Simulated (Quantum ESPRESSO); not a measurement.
# Pd(111), 5 layers against a metal electrode, stepped through the charge of the slab, part 2 of 4

Wanted: a table for Pd(111), 5 layers against a metal electrode against the charge of the slab, and what can be fitted to it.

Quantum ESPRESSO 7.5; plane-wave DFT, PBE, GBRV ultrasoft pseudopotentials.

So far. Step 2 (Variable-cell relaxation of the reference):  The last row is no step: it is a fresh SCF in the final cell with a new plane-wave basis, -1 meV from the row before.

### Step 3. Relaxation with pw.x of the reference

What the set-up leaves free in this member is relaxed.

System of this step: Pd(111), 5 layers. The cell holds 5 atoms: 5 Pd. Its edges and angles: a = 2.788 Å, b = 2.788 Å, c = 24.310 Å, α = 90.0°, β = 90.0°, γ = 60.0°. It derives from Pd. Vacuum lies along c.

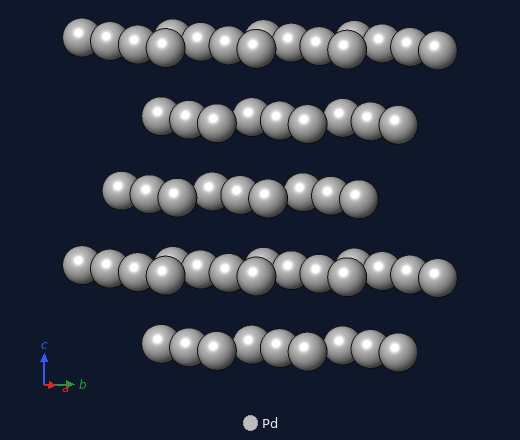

The cell of this step (palladium light grey). 3×3×1 cells are drawn. Some periodic images of atoms are drawn too.

Contents of ref.relax.in:

```
&control
  prefix = 'ref.relax'
  outdir = './out'
  pseudo_dir = './pseudo'
  nstep = 40
  forc_conv_thr = 0.001
  calculation = 'relax'
/
&system
  ibrav = 0
  nat = 5
  ntyp = 1
  ecutwfc = 40
  ecutrho = 200
  occupations = 'smearing'
  smearing = 'mv'
  degauss = 0.02
/
&electrons
  conv_thr = 1e-08
  mixing_beta = 0.4
  electron_maxstep = 120
  mixing_mode = 'local-TF'
/
&ions
/
ATOMIC_SPECIES
  Pd  106.4200  pd_pbe_v1.4.uspp.F.UPF
CELL_PARAMETERS angstrom
  2.78812090119085 0.00000000000000 0.00000000000000
  1.39406045059543 2.41458352925364 0.00000000000000
  0.00000000000000 0.00000000000000 24.31032871157629
ATOMIC_POSITIONS crystal
  Pd  0.666666666700 0.666666666700 0.312714076388
  Pd  0.000000000000 0.000000000000 0.406357038194
  Pd  0.333333333300 0.333333333300 0.500000000000 0 0 0
  Pd  0.666666666700 0.666666666700 0.593642961806
  Pd  0.000000000000 0.000000000000 0.687285923612
K_POINTS automatic
  12 12 1 0 0 0
```

The run is started by

```sh
$ OMP_NUM_THREADS=1 mpirun -n 4 pw.x -nk 4 -in ref.relax.in > ref.relax.out
```

The log of the run:

```text
[banner, memory and clock lines left out]
Program PWSCF v.7.5 starts

          URL

     Message from routine setup:
     using ibrav=0 with symmetry is DISCOURAGED, use correct ibrav instead

     G-vector sticks info

     bravais-lattice index     =            0
     lattice parameter (alat)  =       5.2688  a.u.
     unit-cell volume          =    1104.4378 (a.u.)^3
     number of atoms/cell      =            5
     number of atomic types    =            1
     number of electrons       =        80.00
     number of Kohn-Sham states=           48
     kinetic-energy cutoff     =      40.0000  Ry
     charge density cutoff     =     200.0000  Ry
     scf convergence threshold =      1.0E-08
     mixing beta               =       0.4000
     number of iterations used =            8  local-TF  mixing
     energy convergence thresh.=      1.0E-04
     force convergence thresh. =      1.0E-03
     Exchange-correlation=  SLA  PW   PBX  PBC
                           (   1   4   3   4   0   0   0)
     nstep                     =           40

     celldm(1)=   5.268785  celldm(2)=   0.000000  celldm(3)=   0.000000
     celldm(4)=   0.000000  celldm(5)=   0.000000  celldm(6)=   0.000000

     crystal axes: (cart. coord. in units of alat)
               a(1) = (   1.000000   0.000000   0.000000 )
               a(2) = (   0.500000   0.866025   0.000000 )
               a(3) = (   0.000000   0.000000   8.719252 )

     reciprocal axes: (cart. coord. in units 2 pi/alat)
               b(1) = (  1.000000 -0.577350  0.000000 )
               b(2) = (  0.000000  1.154701  0.000000 )
               b(3) = (  0.000000  0.000000  0.114689 )

     PseudoPot. # 1 for Pd read from file:
     ./pseudo/pd_pbe_v1.4.uspp.F.UPF
     Pseudo is Ultrasoft + core correction, Zval = 16.0
     Generated by new atomic code, or converted to UPF format
     Using radial grid of  887 points,  6 beta functions with:
                l(1) =   0
                l(2) =   0
                l(3) =   1
                l(4) =   1
                l(5) =   2
                l(6) =   2
     Q(r) pseudized with  8 coefficients,  rinner =    1.130   1.130   1.130
                                                       1.130   1.130

     atomic species   valence    mass     pseudopotential
     Pd               16.00   106.42000     Pd( 1.00)

     12 Sym. Ops., with inversion, found ( 6 have fractional translation)

   Cartesian axes

     site n.     atom                  positions (alat units)
         1        Pd     tau(   1) = (   1.0000000   0.5773503   2.7266328  )
         2        Pd     tau(   2) = (   0.0000000   0.0000000   3.5431294  )
         3        Pd     tau(   3) = (   0.5000000   0.2886751   4.3596260  )
         4        Pd     tau(   4) = (   1.0000000   0.5773503   5.1761226  )
         5        Pd     tau(   5) = (   0.0000000   0.0000000   5.9926192  )

     number of k points=    19  Marzari-Vanderbilt smearing, width (Ry)=  0.0200
                       cart. coord. in units 2pi/alat
        k(    1) = (   0.0000000   0.0000000   0.0000000), wk =   0.0138889
        k(    2) = (   0.0000000   0.0962250   0.0000000), wk =   0.0833333
        k(    3) = (   0.0000000   0.1924501   0.0000000), wk =   0.0833333
        k(    4) = (   0.0000000   0.2886751   0.0000000), wk =   0.0833333
        k(    5) = (   0.0000000   0.3849002   0.0000000), wk =   0.0833333
        k(    6) = (   0.0000000   0.4811252   0.0000000), wk =   0.0833333
        k(    7) = (   0.0000000  -0.5773503   0.0000000), wk =   0.0416667
        k(    8) = (   0.0833333   0.1443376   0.0000000), wk =   0.0833333
        k(    9) = (   0.0833333   0.2405626   0.0000000), wk =   0.1666667
        k(   10) = (   0.0833333   0.3367877   0.0000000), wk =   0.1666667
        k(   11) = (   0.0833333   0.4330127   0.0000000), wk =   0.1666667
        k(   12) = (   0.0833333  -0.6254628   0.0000000), wk =   0.1666667
        k(   13) = (   0.1666667   0.2886751   0.0000000), wk =   0.0833333
        k(   14) = (   0.1666667   0.3849002   0.0000000), wk =   0.1666667
        k(   15) = (   0.1666667  -0.6735753   0.0000000), wk =   0.1666667
        k(   16) = (   0.1666667  -0.5773503   0.0000000), wk =   0.0833333
        k(   17) = (   0.2500000  -0.7216878   0.0000000), wk =   0.0833333
        k(   18) = (   0.2500000  -0.6254628   0.0000000), wk =   0.1666667
        k(   19) = (   0.3333333  -0.5773503   0.0000000), wk =   0.0277778

     Dense  grid:    52713 G-vectors     FFT dimensions: (  24,  24, 216)

     Smooth grid:    37853 G-vectors     FFT dimensions: (  24,  24, 192)

     Initial potential from superposition of free atoms

     starting charge      77.5000, renormalised to      80.0000

     negative rho (up, down):  4.160E-01 0.000E+00
     Starting wfcs are   60 randomized atomic wfcs

     per-process dynamical memory:    55.6 Mb

     Self-consistent Calculation

     iteration #  1     ecut=    40.00 Ry     beta= 0.40
     Davidson diagonalization with overlap
     ethr =  1.00E-02,  avg # of iterations =  6.2

     negative rho (up, down):  4.159E-01 0.000E+00

     total energy              =    -993.17720822 Ry
     estimated scf accuracy    <      16.42258170 Ry

     iteration #  2     ecut=    40.00 Ry     beta= 0.40
     Davidson diagonalization with overlap
     ethr =  1.00E-02,  avg # of iterations =  1.3

     negative rho (up, down):  4.122E-01 0.000E+00

     total energy              =    -993.34528039 Ry
     estimated scf accuracy    <       1.54892283 Ry

     iteration #  3     ecut=    40.00 Ry     beta= 0.40
     Davidson diagonalization with overlap
     ethr =  1.94E-03,  avg # of iterations =  2.0

     negative rho (up, down):  4.145E-01 0.000E+00

     total energy              =    -993.40003860 Ry
     estimated scf accuracy    <       0.34526450 Ry

     iteration #  4     ecut=    40.00 Ry     beta= 0.40
     Davidson diagonalization with overlap
     ethr =  4.32E-04,  avg # of iterations =  4.8

     negative rho (up, down):  4.142E-01 0.000E+00

     total energy              =    -993.42550099 Ry
     estimated scf accuracy    <       0.06986829 Ry

     iteration #  5     ecut=    40.00 Ry     beta= 0.40
     Davidson diagonalization with overlap
     ethr =  8.73E-05,  avg # of iterations =  5.3

     negative rho (up, down):  4.154E-01 0.000E+00

     total energy              =    -993.42762647 Ry
     estimated scf accuracy    <       0.00514554 Ry

     iteration #  6     ecut=    40.00 Ry     beta= 0.40
     Davidson diagonalization with overlap
[...]
0.3762   0.9829   1.2821   1.3408   2.4358   2.4523   2.5754   2.8744
     2.9151   3.0916   3.1904   3.2024   3.2847   3.3312   3.4272   3.5193
     3.7012   3.7510   4.1145   4.1722   4.3242   4.4570   4.6099   4.7379
     5.1648   5.1890   5.4104   6.1083   7.6005   8.6626  10.9355  11.4768

          k = 0.0833 0.2406 0.0000 (  4732 PWs)   bands (ev):

   -44.3768 -44.2789 -44.2058 -44.1918 -44.1817 -44.1619 -44.1387 -44.1064
   -44.0998 -43.8915 -43.8913 -43.8163 -43.8163 -43.6512 -43.6511   0.2696
     0.9280   1.3841   1.6690   1.7669   2.0488   2.2967   2.3450   2.5231
     2.8687   2.9670   3.0989   3.1940   3.2779   3.4416   3.6979   3.7916
     3.9214   4.0215   4.0796   4.2766   4.4595   4.4714   4.7257   4.8562
     5.1068   5.3880   5.5353   6.8563   8.5931   9.9704  11.6250  12.2497

          k = 0.0833 0.3368 0.0000 (  4718 PWs)   bands (ev):

   -44.3627 -44.3318 -44.2509 -44.2463 -44.1942 -44.1854 -44.1560 -44.1254
   -44.1170 -43.9533 -43.9531 -43.8357 -43.8357 -43.6448 -43.6447   0.8553
     1.1669   1.3302   1.5205   1.6985   1.9400   2.0637   2.4156   2.6371
     2.7947   3.0583   3.1450   3.3412   3.5304   3.6268   3.7766   3.9988
     4.1392   4.2604   4.5287   4.6713   4.9103   5.0136   5.1271   5.2676
     5.3309   5.4447   6.1266   7.7623   9.7036  11.3947  12.6330  13.3909

          k = 0.0833 0.4330 0.0000 (  4713 PWs)   bands (ev):

   -44.3843 -44.3685 -44.3074 -44.2610 -44.2090 -44.1953 -44.1700 -44.1411
   -44.1323 -44.0050 -44.0047 -43.8524 -43.8524 -43.6394 -43.6393   0.9245
     0.9424   1.1482   1.3062   1.5386   1.6947   1.7856   2.3624   2.6975
     2.9527   3.0815   3.3311   3.3678   3.8002   3.9861   4.3104   4.4636
     4.5829   4.8320   4.8732   5.0084   5.2236   5.3149   5.4424   5.5929
     6.2144   6.5420   7.2779   8.8765  10.8380  12.7772  13.7162  14.0543

          k = 0.0833-0.6255 0.0000 (  4732 PWs)   bands (ev):

   -44.4155 -44.3841 -44.3398 -44.2503 -44.2264 -44.2007 -44.1775 -44.1501
   -44.1414 -44.0339 -44.0328 -43.8621 -43.8621 -43.6363 -43.6362   0.7582
     0.8565   0.9890   1.1827   1.4167   1.5774   1.6245   2.3052   2.5980
     2.8551   3.0576   3.3710   3.7075   3.8204   4.1981   4.6002   4.7927
     4.9992   5.0812   5.2613   5.3735   5.4377   5.4996   5.5746   5.7338
     7.5620   8.2442   8.7558   9.6577  10.5028  12.7196  12.8951  13.2835

          k = 0.1667 0.2887 0.0000 (  4731 PWs)   bands (ev):

   -44.3624 -44.3168 -44.2442 -44.2352 -44.1939 -44.1799 -44.1558 -44.1298
   -44.1213 -43.9384 -43.9382 -43.8401 -43.8401 -43.6456 -43.6455   0.9321
     1.2900   1.7099   1.7797   1.8039   1.9974   2.1431   2.2449   2.6083
     2.6405   2.8315   3.0065   3.0627   3.0933   3.4994   3.6365   3.7981
     3.9880   4.2820   4.4451   4.6475   4.9224   5.0372   5.0588   5.3550
     5.3556   5.3642   6.1525   7.6988   9.5817  11.2158  12.4736  13.2190

          k = 0.1667 0.3849 0.0000 (  4718 PWs)   bands (ev):

   -44.3585 -44.3577 -44.2827 -44.2691 -44.2053 -44.1924 -44.1766 -44.1545
   -44.1406 -43.9818 -43.9818 -43.8662 -43.8661 -43.6401 -43.6400   1.2311
     1.2768   1.5002   1.6944   1.7420   1.9475   2.1514   2.3936   2.5137
     2.7089   2.8117   3.1226   3.3453   3.4411   3.4776   3.6477   3.9606
     4.2078   4.2535   4.6100   4.7892   5.0534   5.3826   5.4318   5.5744
     6.3927   6.6148   7.3721   8.8878  10.7948  12.6082  13.6411  14.4932

          k = 0.1667-0.6736 0.0000 (  4683 PWs)   bands (ev):

   -44.3908 -44.3664 -44.3164 -44.2686 -44.2305 -44.1954 -44.1895 -44.1691
   -44.1565 -44.0122 -44.0118 -43.8861 -43.8859 -43.6361 -43.6361   1.0642
     1.1858   1.3245   1.5703   1.6968   1.8338   2.0137   2.2877   2.5104
     2.7802   3.0618   3.2444   3.3241   3.6128   3.8479   4.1116   4.2022
     4.3497   4.7146   4.7910   4.8606   5.1571   5.4640   5.5419   5.7144
     7.8124   8.2372   8.9980  10.2951  11.8283  13.1194  13.5227  13.9927

          k = 0.1667-0.5774 0.0000 (  4706 PWs)   bands (ev):

   -44.4029 -44.3718 -44.3287 -44.2620 -44.2441 -44.1987 -44.1922 -44.1722
   -44.1642 -44.0230 -44.0224 -43.8934 -43.8933 -43.6346 -43.6346   0.9768
     1.1578   1.2586   1.5072   1.6493   1.8204   1.9335   2.3035   2.3659
     2.8703   3.0868   3.2029   3.4178   3.7706   3.8093   4.3185   4.3948
     4.4898   4.8144   4.9981   5.2240   5.2271   5.3553   5.4824   5.6216
     9.1108   9.6651  10.1019  10.4974  10.7737  12.7771  13.0438  13.4773

          k = 0.2500-0.7217 0.0000 (  4699 PWs)   bands (ev):

   -44.3731 -44.3569 -44.2983 -44.2890 -44.2226 -44.2012 -44.1983 -44.1837
   -44.1589 -43.9974 -43.9971 -43.9021 -43.9019 -43.6360 -43.6360   1.3231
     1.3496   1.5814   1.8181   1.9514   2.0215   2.1652   2.4006   2.4763
     2.5657   2.9317   3.0302   3.3970   3.4907   3.5366   3.5995   3.9351
     4.1343   4.4018   4.5876   4.6566   5.1255   5.4817   5.5665   5.7060
     7.8757   8.2912   9.1185  10.4921  12.2374  13.9251  14.4727  14.5078

          k = 0.2500-0.6255 0.0000 (  4696 PWs)   bands (ev):

   -44.3770 -44.3539 -44.3127 -44.2918 -44.2473 -44.2214 -44.2032 -44.1847
   -44.1732 -44.0004 -44.0002 -43.9289 -43.9287 -43.6336 -43.6336   1.2720
     1.4732   1.6630   1.7747   1.9096   2.1025   2.1260   2.2489   2.5469
     2.6494   3.0010   3.0788   3.3542   3.4347   3.7352   3.7831   3.9115
     4.2215   4.4827   4.6064   4.9380   5.1898   5.3404   5.4346   5.5592
     9.6357  10.1781  10.9605  11.7738  12.3157  13.1473  13.7113  13.9217

          k = 0.3333-0.5774 0.0000 (  4683 PWs)   bands (ev):

   -44.3461 -44.3461 -44.3429 -44.2682 -44.2627 -44.2627 -44.1979 -44.1839
   -44.1839 -43.9745 -43.9744 -43.9663 -43.9663 -43.6327 -43.6327   1.5748
     1.5748   1.5941   1.9925   2.0002   2.0002   2.1795   2.4131   2.4131
     2.8466   3.0037   3.0037   3.4032   3.4421   3.4465   3.4465   4.1555
     4.1555   4.3453   4.4582   5.1181   5.1181   5.2695   5.3477   5.3477
    11.5922  11.5922  11.7469  12.1344  12.4769  12.4769  13.4447  13.4447

     the Fermi energy is     5.5416 ev

!    total energy              =    -993.42784304 Ry
     estimated scf accuracy    <          2.0E-11 Ry
     smearing contrib. (-TS)   =       0.00012815 Ry
     internal energy E=F+TS    =    -993.42797119 Ry

     The total energy is F=E-TS. E is the sum of the following terms:
     one-electron contribution =   -7665.49013239 Ry
     hartree contribution      =    3863.89760843 Ry
     xc contribution           =    -156.60854424 Ry
     ewald contribution        =    2964.77309701 Ry

     convergence has been achieved in  11 iterations

     negative rho (up, down):  4.147E-01 0.000E+00

     Forces acting on atoms (cartesian axes, Ry/au):

     atom    1 type  1   force =     0.00000000    0.00000000    0.00050812
     atom    2 type  1   force =    -0.00000000    0.00000000    0.00073811
     atom    3 type  1   force =     0.00000000    0.00000000    0.00000000
     atom    4 type  1   force =     0.00000000    0.00000000   -0.00073811
     atom    5 type  1   force =    -0.00000000    0.00000000   -0.00050812

     Total force =     0.001267     Total SCF correction =     0.000024
     Energy error            =      1.3E-05 Ry
     Gradient error          =      7.4E-04 Ry/Bohr

     bfgs converged in   4 scf cycles and   3 bfgs steps
     (criteria: energy <  1.0E-04 Ry, force <  1.0E-03 Ry/Bohr)

     End of BFGS Geometry Optimization

     Final energy             =    -993.4278430410 Ry

     File ./out/ref.relax.bfgs deleted, as requested
Begin final coordinates

ATOMIC_POSITIONS (crystal)
Pd               0.6666666667        0.6666666667        0.3126704500
Pd               0.0000000000       -0.0000000000        0.4066196247
Pd               0.3333333333        0.3333333333        0.5000000000    0   0   0
Pd               0.6666666667        0.6666666667        0.5933803753
Pd              -0.0000000000        0.0000000000        0.6873295500
End final coordinates

     XML data file, charge density, pseudopotentials, collected wavefunctions

                                        0.00s GPU  (     661 calls)
```

Elapsed: 72 s, on 4 MPI ranks of Intel Xeon Platinum 8488C (Sapphire Rapids), shared host; peak memory 0.46 GiB.

Step by step:

```csv
step,energy less that of the first step (eV),largest force (eV/Å)
1,0.0000,0.0827
2,-0.0003,0.0654
3,-0.0005,0.0461
4,-0.0007,0.0190
```

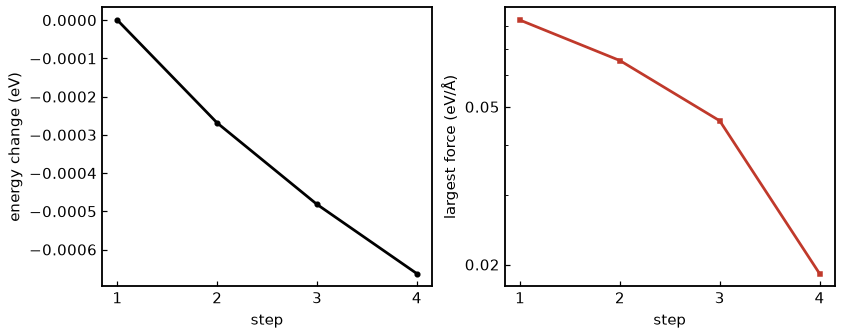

Energy and largest force along the relaxation.

 On the free atoms the largest force ends at 0.019 eV/Å.

Read from the output:

```
free energy  : -13516.2744 eV
Fermi energy : 5.542 eV
```

[end of part 2 of 4]

[Logs are printed without paths, hosts, clocks, repeated set-up lines and the standing remarks that a program may print on its own settings, such as how far it seeks lower states.]

[Hosts, paths, dates, database ids (printed as entryN), source tags and the programs' standing remarks are cut or masked in the printed files.]

[Maps of the electrostatic potential energy from Ansatz leave out the sawtooth potential of an applied field or a dipole correction, so their vacuum need not be flat; planar profiles and work functions include it.]
